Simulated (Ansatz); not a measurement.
# How Zr(0001) screens a field, part 2 of 2

Wanted: the response of a Zr(0001) slab to a perpendicular field.

Ansatz 0.2.0; plane-wave DFT, PBE, Ansatz PAW.

So far. Step 7 (Atoms held, field 0.2 V/Å): The dipole is 0.177 e·Å. Step 8 (Single point, field -0.2 V/Å): The dipole is -0.177 e·Å.

## 9. Single point, field 0.4 V/Å

Contents of input.yaml:

```yaml
crystal:
  lattice:
    - [3.23, 0.0, 0.0]
    - [1.615, 2.7972620542, 0.0]
    - [0.0, 0.0, 30.863475]
  atoms:
    - { symbol: Zr, position: [0.6666666667, 0.6666666667, 0.2916068265] }
    - { symbol: Zr, position: [0.0, 0.0, 0.3749640959] }
    - { symbol: Zr, position: [0.6666666667, 0.6666666667, 0.4583213653] }
    - { symbol: Zr, position: [0.0, 0.0, 0.5416786347] }
    - { symbol: Zr, position: [0.6666666667, 0.6666666667, 0.6250359041] }
    - { symbol: Zr, position: [0.0, 0.0, 0.7083931735] }
kpoints:
  mp_grid: { grid: [18, 18, 1] }
hamiltonian:
  xc: pbe
scf:
  occupations: { method: fermi_dirac, width: 0.1 }
  convergence: { dr2_threshold: 1.0e-10 }
efield:
  axis: 3
  dipole_correction: true
  ramp_position: 0.97
  ramp_width: 0.06
  amplitude: 0.4
output:
  forces: true
  write_potential: true
  write_density: true
  volumetric_format: npy
  elf: true
```

Launch:

```console
ansatz run input.yaml --threads 2 --pin off --max-ram 3072MiB --backend cpu --events-out ev --progress --plain --runs-dir out
```

Numbers of over 12 decimals in the logs are rounded to 6 here.

The program printed:

```text
[...]
Crystal: 6 atoms, lattice volume = 278.856 Å³
Basis set: ecut = 420 eV, 5539 PW (Γ), exchange–correlation on 48×48×432 points (8 copies of the dense FFT grid, shifted against one another)
Bands: 44, of which v1, the nominal top of the filled ones, is band 36 counted from 1 (35 counted from 0)
Symmetry: 6 space group operations
k-points: 37 of 324 (time reversal used)
[...]
k-point 0: bands = [... 32 lower, 5.2444, 5.5044, 5.6725, 5.7721, 5.7721, 5.7822, 5.7822, 5.8949, ... 4 higher]
  k-point 1: bands = [... 32 lower, 5.1521, 5.4009, 5.6007, 5.6326, 5.7053, 5.7189, 5.8351, 5.8492, ... 4 higher]
  k-point 2: bands = [... 32 lower, 5.0349, 5.1413, 5.3005, 5.4069, 5.4410, 5.5796, 5.6670, 5.8807, ... 4 higher]
  k-point 36: bands = [... 32 lower, 3.9112, 4.2494, 4.2494, 5.0134, 5.0184, 5.1314, 5.1443, 5.1557, ... 4 higher]
[key lines of the parts left out:]
SCF converged after 22 iterations
Free energy (F): -25101.331277 eV
Fermi energy:    4.997647 eV
Dipole field:    D = 0.230017 V/Å  (p = 0.354470 e·Å, saw-weighted, corrected)
```

The job ended after 33 s (2 threads of Intel Xeon Platinum 8488C (Sapphire Rapids), shared host; peak memory 0.7 GiB).

Running mean over 2.573 Å of the planar mean, with the applied field; the ramp of the sawtooth is left out. Table of electron's electrostatic potential energy less the Fermi level by z:

```csv
z (Å),electron's electrostatic potential energy less the Fermi level (eV)
5.0,3.56
7.5,-1.01
10.0,-8.31
12.5,-8.39
15.0,-8.41
17.5,-8.37
20.0,-8.28
22.5,-7.28
25.0,4.35
27.5,5.51
```

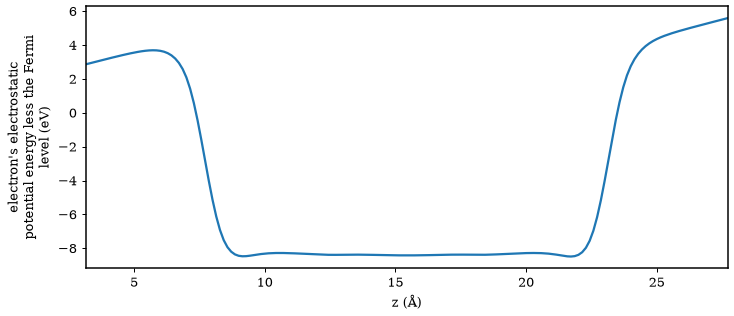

Electron's electrostatic potential energy less the Fermi level against z.

The dipole is 0.354 e·Å.

## 10. The response

This step: plane-wave DFT, PBE, Ansatz PAW; screening of a field by a metal slab (Ansatz 0.2.0).

The dipoles give the slope, and the difference of two potentials shows where the field is screened.

Numbers from this step:

* equivalent conductor thickness p/(ε₀AE): 17.73 Å
* distance between the outer atoms: 12.86 Å
* inner field over outer field: 2.98e-4
* image plane, upper face: 2.459 Å
* induced electrons on the upper face over ε₀E: -0.9961
* image plane, lower face: 2.458 Å
* induced electrons on the lower face over ε₀E: 0.9962

Dipole of the cell against applied field:

```csv
applied field (V/Å),dipole of the cell (e·Å)
-0.200,-0.177
-0.100,-0.0885
-0.050,-0.0443
0.000,0
0.050,0.0443
0.100,0.0885
0.200,0.177
0.400,0.354
```

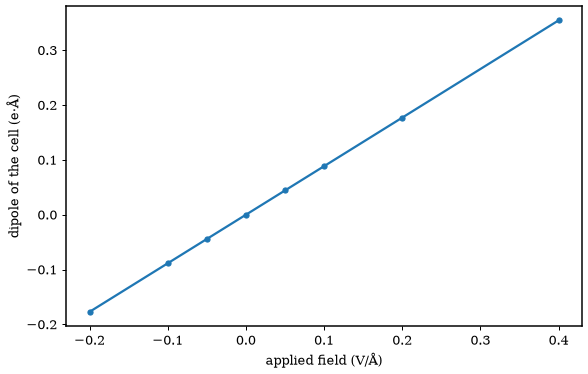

Dipole of the cell against applied field.

Local field over the applied field, running mean. From the potentials at -0.05 and 0.05 V/Å; running mean over 2.573 Å. Local field over applied field against z:

```csv
z (Å),local field over applied field
5,0.943
6,0.763
7,0.372
8,0.0526
9,-0.0501
10,-0.00135
11,-0.00598
12,1.9e-4
13,0.00285
14,0.00143
15,-4.2e-4
16,1.6e-4
17,0.00128
18,0.00307
19,-8.7e-4
20,-0.00528
21,-0.00454
22,-0.0501
23,0.0840
24,0.430
25,0.801
26,0.954
```

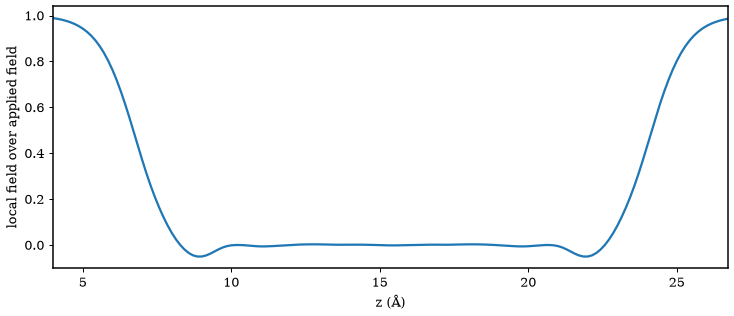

Local field over applied field, plotted against z.

Electrons, planar mean, per unit field. The induced electron density by z:

```csv
z (Å),induced electron density (e/Å³ per V/Å)
5,2.8e-4
6,0.00125
7,0.00360
8,0.00126
9,-6.3e-4
10,2.3e-4
11,-1.2e-4
12,2.5e-5
13,-8.2e-5
14,1.1e-4
15,-6.8e-5
16,8.4e-5
17,-7.7e-5
18,7.6e-5
19,2.9e-5
20,1.4e-4
21,-4.4e-4
22,8.5e-4
23,-0.00226
24,-0.00330
25,-0.00104
26,-2.3e-4
```

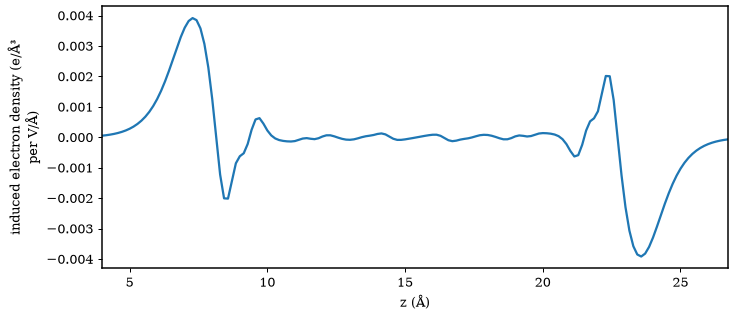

Induced electron density against z.

By hand: between -0.05 and 0.05 V/Å the dipole changes by 0.08854 e·Å, a slope of 0.8854 e·Å²/V. A perfect conductor of thickness t has p = ε₀AEt, so t = 180.95 × 0.8854 / 9.035 = 17.73 Å (e/ε₀ = 180.95 V·Å, A in Å²). Less the 12.86 Å between the outer atoms, and halved, that puts each image plane 2.43 Å out.

The induced dipole is that of a conductor 17.73 Å thick.

## 11. A changed input

This step: plane-wave DFT, PBE, Ansatz PAW (Ansatz 0.2.0).

A run with a changed input: it repeats the earlier run at 0.05 V/Å with kpoints.mp_grid.shift to [0.5, 0.5, 0.0] and accuracy to high.

Edit input.yaml of step 9 so:

```diff
@@ -13,3 +13,3 @@
 kpoints:
-  mp_grid: { grid: [18, 18, 1] }
+  mp_grid: { grid: [18, 18, 1], shift: [0.5, 0.5, 0.0] }
 hamiltonian:
@@ -24,3 +24,3 @@
   ramp_width: 0.06
-  amplitude: 0.4
+  amplitude: 0.05
 output:
@@ -30,2 +30,2 @@
   volumetric_format: npy
-  elf: true
+accuracy: high
```

The program printed:

```text
Warning: crystal.symmetry: narrowed to the stabiliser of the k-point mesh — unitary ops 6 → 2; excluded 4 operations that carry a point of the 18×18×1 mesh (shift [0.5, 0.5, 0]) off the mesh (the run samples exactly the mesh kpoints.mp_grid names, as under crystal.symmetry.detect: false, and its converged state has the mesh's symmetry, not the crystal's; ε∞, the Born charges and the force constants of a linear response (`dielectric:` by the response, `phonons.method: dfpt`) are averaged over those of the crystal's operations that the state keeps within a tolerance, where `mesh_tensors`, `unaveraged_element` or `gamma_mean_max_change_ev_ang2` stands beside them; [rest of the remark cut]
[...]
Crystal: 6 atoms, lattice volume = 278.856 Å³
Basis set: ecut = 420 eV, 5539 PW (Γ), exchange–correlation on 50×50×480 points (8 copies of the dense FFT grid, shifted against one another)
Bands: 44, of which v1, the nominal top of the filled ones, is band 36 counted from 1 (35 counted from 0)
Symmetry: 2 space group operations
k-points: 90 of 324 (time reversal used)
[...]
SCF iter   1: F=—  HF=-25104.527905 eV  |F-HF|=—  |Δ(HF+E_count)|=         —  Δρ=3.29e-2  dr2=9.15e1  ethr=3.10e-3  p=0.041 e·Å  D=2.68e-2 V/Å  ΔV_dip=-0.83 eV  dr2_dipole=1.90e-7  V_vac-E_F(+/−)=7.75/7.16 eV  ⟨swp⟩=7.9  Hψ=18091  notcnv=0
[...]
SCF iter  14: F=-25101.261642 eV  HF=-25101.261642 eV  |F-HF|=1.82e-11  |Δ(HF+E_count)|=   1.40e-8  Δρ=4.24e-8  dr2=1.63e-11  ethr=1.00e-12  p=0.044 e·Å  D=2.87e-2 V/Å  ΔV_dip=-0.89 eV  dr2_dipole=5.58e-12  V_vac-E_F(+/−)=4.44/3.91 eV  ⟨swp⟩=9.3  Hψ=24807  notcnv=0
SCF 1 converged in 14 iterations: F = -25101.261642 eV  dr2 = 1.63e-11
[...]
SCF converged after 14 iterations
Free energy (F): -25101.261642 eV
[...]
Internal energy: -25100.964470 eV  (E = F + TS)
E sigma→0 (E₀):  -25101.113056 eV
Entropy (-TS):   -0.297173 eV (-49.529 meV/atom)
Fermi energy:    5.011484 eV
Dipole field:    D = 0.028728 V/Å  (p = 0.044272 e·Å, saw-weighted, corrected)
Work function:   not extracted (applied field tilts the vacuum); planar V_es + V_field profile in the machine report
[...]
--- Forces (eV/Å), atoms counted from 1 ---
  atom   1  Zr     0.00007853     0.00004534     0.42007508
  atom   2  Zr    -0.00007122    -0.00004112    -0.53671351
  atom   3  Zr     0.00002260     0.00001305    -0.00757032
  atom   4  Zr    -0.00002309    -0.00001333     0.00741877
  atom   5  Zr     0.00007063     0.00004078     0.53612734
  atom   6  Zr    -0.00007744    -0.00004471    -0.41933897
  max |Σ_I F_I| component: 1.60e-6 eV/Å
--- Band table (eV; the first three rows and the last of 90) ---
  k-point 0: bands = [... 32 lower, 5.2319, 5.4909, 5.6632, 5.7562, 5.7762, 5.8021, 5.8131, 5.8220, ... 4 higher]
  k-point 1: bands = [... 32 lower, 5.1223, 5.3347, 5.5485, 5.5745, 5.6566, 5.6778, 5.8095, 5.8969, ... 4 higher]
  k-point 2: bands = [... 32 lower, 5.0115, 5.0755, 5.2041, 5.3324, 5.3611, 5.5400, 5.6494, 5.8570, ... 4 higher]
  k-point 89: bands = [... 32 lower, 3.9694, 4.0643, 4.2538, 5.1783, 5.5275, 5.6661, 5.9297, 6.1499, ... 4 higher]
```

Wall time 51 s (2 threads); peak memory 1.1 GiB.

Numbers from this step:

```yaml
energy_at_zero_smearing: -25101.1131 eV
dipole_along_the_normal: 0.04427 e·Å
```

Force by atom:

```csv
atom,x (eV/Å),y (eV/Å),z (eV/Å),size
Zr1,0.000,0.000,0.420,0.420
Zr2,0.000,0.000,-0.537,0.537
Zr3,0.000,0.000,-0.008,0.008
Zr4,0.000,0.000,0.007,0.007
Zr5,0.000,0.000,0.536,0.536
Zr6,0.000,0.000,-0.419,0.419
```

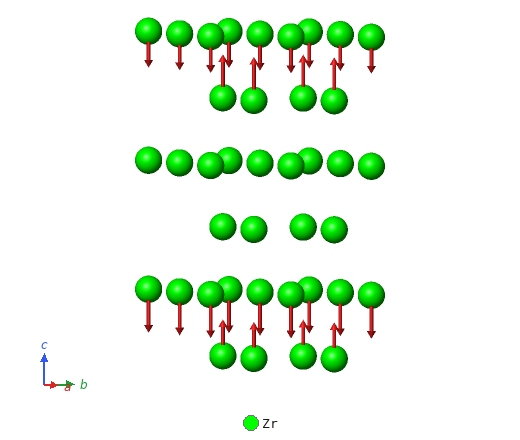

Force as arrows, the longest 0.537 eV/Å. 2×2×1 cells are drawn. Some periodic images of atoms are drawn too.

```csv
quantity,this run,earlier run,difference
dipole along the normal (e·Å),0.04427,0.04427,1.0e-6
```

The dipole moves by under 0.5 % or 5e-5 e·Å.

## 12. The same run with other settings

Another changed input: it repeats the earlier run at 0.05 V/Å with efield.dipole_correction from true to false.

Edit input.yaml of step 11 so:

```diff
@@ -13,3 +13,3 @@
 kpoints:
-  mp_grid: { grid: [18, 18, 1], shift: [0.5, 0.5, 0.0] }
+  mp_grid: { grid: [18, 18, 1] }
 hamiltonian:
@@ -21,3 +21,3 @@
   axis: 3
-  dipole_correction: true
+  dipole_correction: false
   ramp_position: 0.97
@@ -30,2 +30 @@
   volumetric_format: npy
-accuracy: high
```

The program printed:

```text
[...]
Crystal: 6 atoms, lattice volume = 278.856 Å³
Basis set: ecut = 420 eV, 5539 PW (Γ), exchange–correlation on 48×48×432 points (8 copies of the dense FFT grid, shifted against one another)
Bands: 44, of which v1, the nominal top of the filled ones, is band 36 counted from 1 (35 counted from 0)
Symmetry: 6 space group operations
k-points: 37 of 324 (time reversal used)
[...]
SCF iter   1: F=—  HF=-25101.578982 eV  |F-HF|=—  |Δ(HF+E_count)|=         —  Δρ=1.38e-2  dr2=5.33e1  ethr=1.77e-3  p=0.000 e·Å  V_vac-E_F(+/−)=4.86/3.44 eV  ⟨swp⟩=8.9  Hψ=7435  notcnv=0
[...]
SCF iter  12: F=-25101.263019 eV  HF=-25101.263019 eV  |F-HF|=4.73e-11  |Δ(HF+E_count)|=  6.29e-10  Δρ=5.48e-8  dr2=1.49e-11  ethr=1.00e-12  p=0.104 e·Å  V_vac-E_F(+/−)=4.78/3.53 eV  ⟨swp⟩=8.3  Hψ=9416  notcnv=0
SCF 1 converged in 12 iterations: F = -25101.263019 eV  dr2 = 1.49e-11
[...]
SCF converged after 12 iterations
Free energy (F): -25101.263019 eV
[...]
Internal energy: -25100.965909 eV  (E = F + TS)
E sigma→0 (E₀):  -25101.114464 eV
Entropy (-TS):   -0.297110 eV (-49.518 meV/atom)
Fermi energy:    5.010359 eV
Dipole field:    D = 0.067520 V/Å  (p = 0.104052 e·Å, saw-weighted)
Work function:   not extracted (applied field tilts the vacuum); planar V_es + V_field profile in the machine report
[...]
--- Forces (eV/Å), atoms counted from 1 ---
  atom   1  Zr     0.00000000     0.00000000     0.42095265
  atom   2  Zr    -0.00000000     0.00000000    -0.53727959
  atom   3  Zr     0.00000000    -0.00000000    -0.00902922
  atom   4  Zr     0.00000000     0.00000000     0.00867682
  atom   5  Zr    -0.00000000     0.00000000     0.53591636
  atom   6  Zr     0.00000000    -0.00000000    -0.41923662
  max |Σ_I F_I| component: 4.05e-7 eV/Å
--- Band table (eV; the first three rows and the last of 37) ---
  k-point 0: bands = [... 32 lower, 5.2571, 5.5151, 5.6852, 5.7850, 5.7850, 5.7951, 5.7951, 5.9080, ... 4 higher]
  k-point 1: bands = [... 32 lower, 5.1650, 5.4108, 5.6136, 5.6454, 5.7192, 5.7308, 5.8480, 5.8620, ... 4 higher]
  k-point 2: bands = [... 32 lower, 5.0538, 5.1484, 5.3134, 5.4207, 5.4517, 5.5926, 5.6780, 5.8937, ... 4 higher]
  k-point 36: bands = [... 32 lower, 3.9240, 4.2623, 4.2623, 5.0281, 5.0296, 5.1478, 5.1530, 5.1701, ... 4 higher]
```

Elapsed: 19 s, on 2 threads; peak memory 0.73 GiB.

```csv
quantity,this run,earlier run,difference
dipole along the normal (e·Å),0.1041,0.04427,0.060
```

With the dipole correction off, the periodic images add a field of their own to the typed one.

It moves by +0.0598 e·Å.

These numbers are not those of the isolated slab.

## 13. Summary of results

```yaml
work_function: 4.19 eV
image_plane_upper_face: 2.46 Å
induced_electrons_on_the_upper_face_over_eps_0e: -0.996
equivalent_conductor_thickness_p_eps_0ae: 17.7 Å
inner_field_over_outer_field: 3.0e-4
```

In words: The induced charge has its centre 2.46 Å outside the outermost atoms; this is the plane from which a capacitor's gap or an image potential counts. The equivalent conductor thickness exceeds the distance between the outer atoms by 4.87 Å, about the sum of the two image-plane distances. In the middle of the slab the field is screened to under 0.5 % of its outer value. The atoms are held at bulk positions with the tabulated experimental lattice constant.

[Logs are printed without paths, hosts, clocks, repeated set-up lines and the standing remarks that a program may print on its own settings, such as how far it seeks lower states.]

[Hosts, paths, dates, database ids (printed as entryN), source tags and the programs' standing remarks are cut or masked in the printed files.]

[Maps of the electrostatic potential energy from Ansatz leave out the sawtooth potential of an applied field or a dipole correction, so their vacuum need not be flat; planar profiles and work functions include it.]
